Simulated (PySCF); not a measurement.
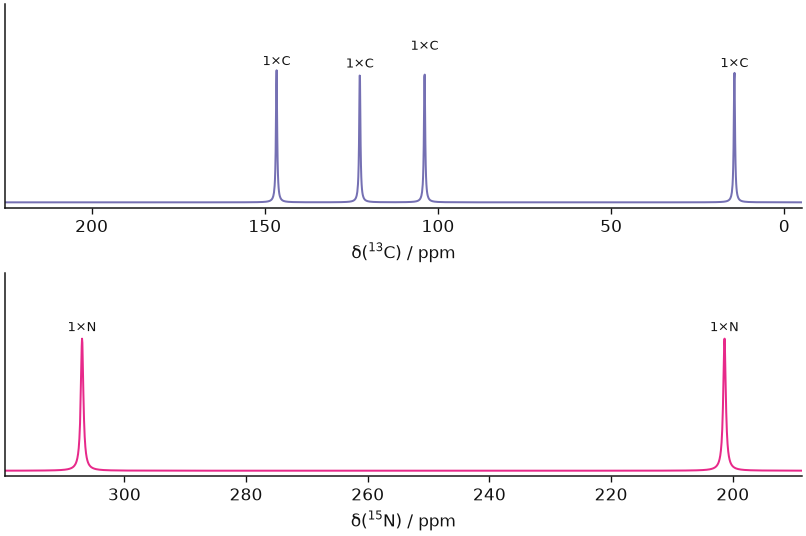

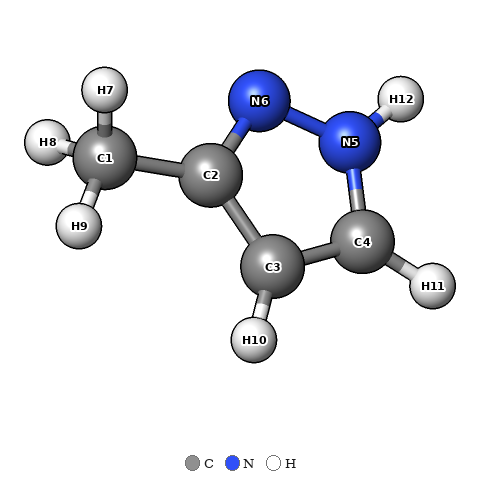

Spectrum and numbered structure of C₄H₆N₂ (3-methylpyrazole), SMILES Cc1cc[nH]n1. GIAO shifts, PBE0/aug-cc-pVDZ with PySCF, at a PBE0-D3(BJ)/def2-SVP geometry (no frequency check), against TMS for ¹³C and NH₃ for ¹⁵N computed at the same level (¹⁵N: a single molecule, while the usual scales start at liquid NH₃ or nitromethane; multiply bonded nitrogen can come out tens of ppm too deshielded). Gas phase, fully decoupled, line heights follow the number of nuclei, widths are arbitrary (no quadrupolar broadening); values of one conformer, averaged over methyl-type rotors and exact or near symmetry.

Which atoms give which ¹³C line?

Answer.
| δ (ppm) | nuclei | atoms |
| --- | --- | --- |
| 146.6 | 1 | C2 |
| 122.6 | 1 | C4 |
| 103.9 | 1 | C3 |
| 14.4 | 1 | C1 |

Assign the ¹⁵N signals to the numbered atoms.

Answer.
| δ (ppm) | nuclei | atoms |
| --- | --- | --- |
| 306.9 | 1 | N6 |
| 201.4 | 1 | N5 |
